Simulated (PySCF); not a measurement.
Consider CH$_{6}$ClSi$_{2}$ (SMILES [SiH3]C[SiH]Cl) (doublet).

```xyz
10

Si    1.7071   -1.0417   -0.0947
C     0.5352    0.2217    0.6432
Si   -1.0110    0.5668   -0.3910
Cl    0.7158   -2.8563   -0.3145
H     2.1700   -0.6150   -1.4555
H     1.0947    1.1655    0.7692
H     0.2269   -0.1119    1.6483
H    -1.8373    1.6304    0.2599
H    -1.8302   -0.6724   -0.5263
H    -0.6062    1.0377   -1.7505
```

Geometry: PBE0-D3(BJ)/def2-SVP.

Computed with UKS B3LYP, IGLO-III on C Cl Si, pcH-1 on H, non-relativistic, mean-field spin-orbit, GIAO in PySCF.

Question: What will maps of the electron density, electron localisation function and spin density show?

Answer: C–Si (1.87 Å): ρ is about 0.79 e/Å³ halfway; the ELF peaks at about 0.95 between the atoms: localised, covalent bonding.
Si–H (1.50 Å): the density is about 1.1 e/Å³ at the midpoint; the ELF climbs to about 1 towards the hydrogen, as it does in any bond to H.
The unpaired spin (1 electron) lies mostly on Si1 (about 0.7), Cl4 (about 0.1) and C2 (about 0.1), in electrons by Hirshfeld's partition.

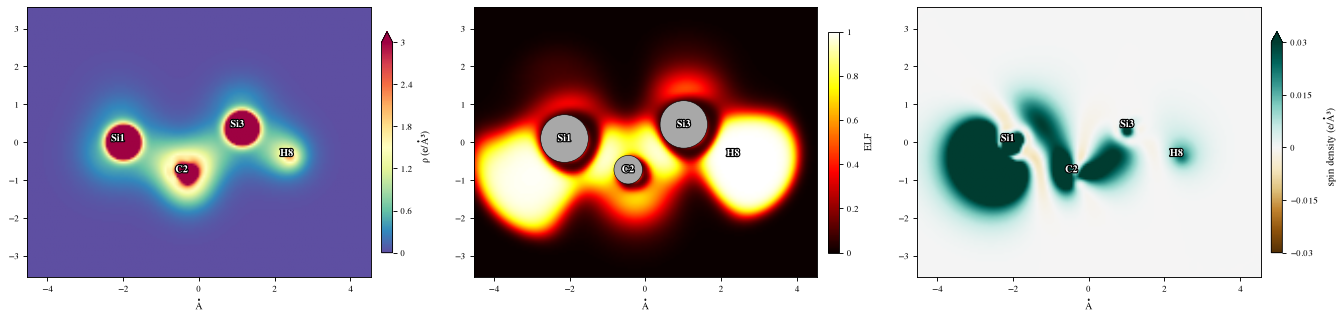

Computed electron density, electron localisation function and spin density on the plane of atoms C2, Si3 and H8, in this order. Grey discs cover the atomic cores in the ELF map. 
